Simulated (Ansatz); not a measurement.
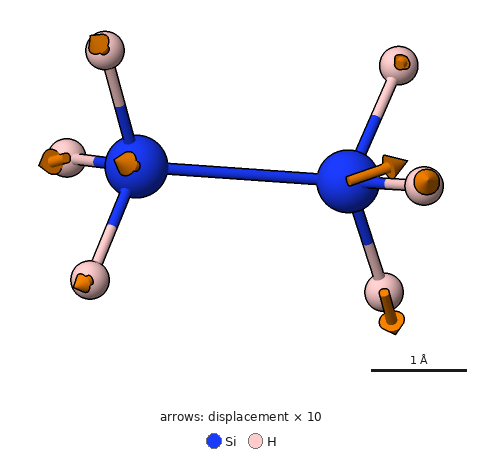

This is a relaxation of Si₂H₆. The starting structure is drawn; orange arrows show the displacements, magnified 10 times. The two geometries are superimposed by the best rigid fit.

A ball-and-stick model, seen at a tilt.

The run prepares the start of a later molecular dynamics calculation, from a guessed geometry.

Level of theory: RKS PBE-D4/def2-SVP (Ansatz 0.2.0). (no spin polarisation; force threshold 0.02 eV/Å; at most 40 steps)

Q: What happened in the run?

A: The largest moves after the best rigid fit, 0.073 Å, are those of Si and H atoms. By element the largest moves are Si 0.073 Å, H 0.072 Å. Near-neighbour distances that change, for instance: Si–Si 2.258 → 2.353 Å, H–Si 1.449 → 1.506 Å, H–Si 1.540 → 1.506 Å. Bond angles that change, for instance: Si–Si–H 115.1° → 110.3°, H–Si–H 104.9° → 108.6°, H–Si–H 105.9° → 108.6°. Over 3 geometry steps the energy falls by 16.1 kJ/mol. The largest force component goes from 1.4 to 0.0036 eV/Å.
